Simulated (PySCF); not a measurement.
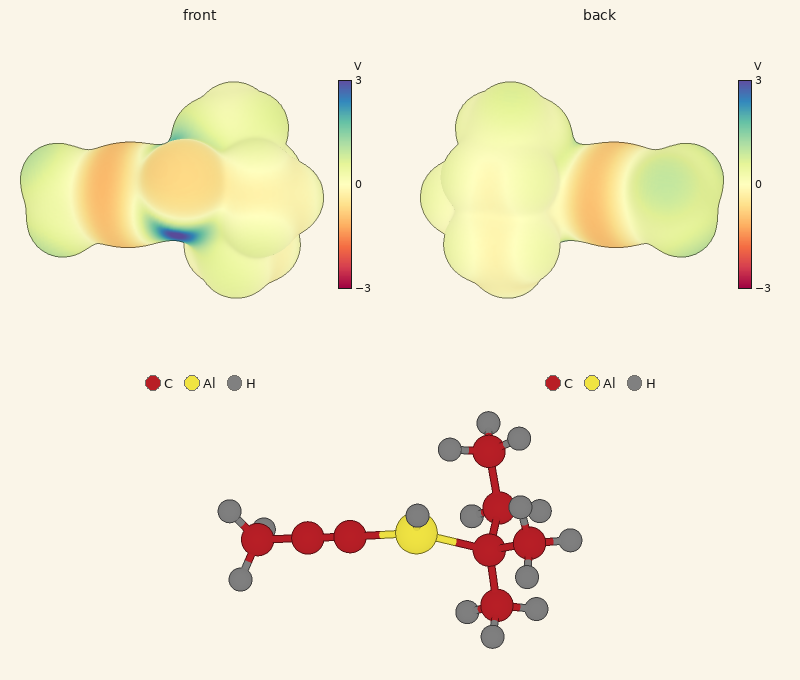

C$_{8}$H$_{15}$Al. The molecular electrostatic potential painted on the density surface at 0.002 e/bohr³, seen from the front and from behind; the colour scale runs from red (negative) to blue (positive). The bare structure is drawn below in the same view.

Geometry: GFN2-xTB.

Computed with PBE0/pcSseg-1, SCF density, gas phase, non-relativistic in PySCF.

```
atom    x (Å)    y (Å)    z (Å)
   C   4.5014  -0.6475  -1.2194
   C   3.2910  -0.3388  -0.4874
   C   2.2726  -0.0747   0.1238
  Al   0.6709   0.3156   1.1434
   C  -1.1527   0.6752   0.3068
   C  -1.2546   1.8155  -0.7177
   C  -2.1010   0.9640   1.4816
   C  -1.5600  -0.6316  -0.4047
   C  -1.4114  -1.8549   0.4869
   H   4.2589  -1.1898  -2.1340
   H   5.1613  -1.2642  -0.6086
   H   5.0239   0.2727  -1.4827
   H   0.6952   0.3562   2.6949
   H  -1.0284   2.7752  -0.2537
   H  -2.2586   1.8717  -1.1439
   H  -0.5483   1.6605  -1.5338
   H  -3.1488   0.8936   1.1850
   H  -1.9192   1.9684   1.8668
   H  -1.9222   0.2630   2.3029
   H  -2.5930  -0.5642  -0.7630
   H  -0.9157  -0.7592  -1.2815
   H  -0.4099  -1.8501   0.9447
   H  -2.1486  -1.8607   1.2856
   H  -1.5144  -2.7760  -0.0834
```

**Where is the surface potential most negative and most positive?**

The most negative region (about −1.0 V) lies over C2 and C3, the most positive (about +2.8 V) over Al4.

**What dipole moment does the calculation give?**

Its dipole moment is 1.58 D.
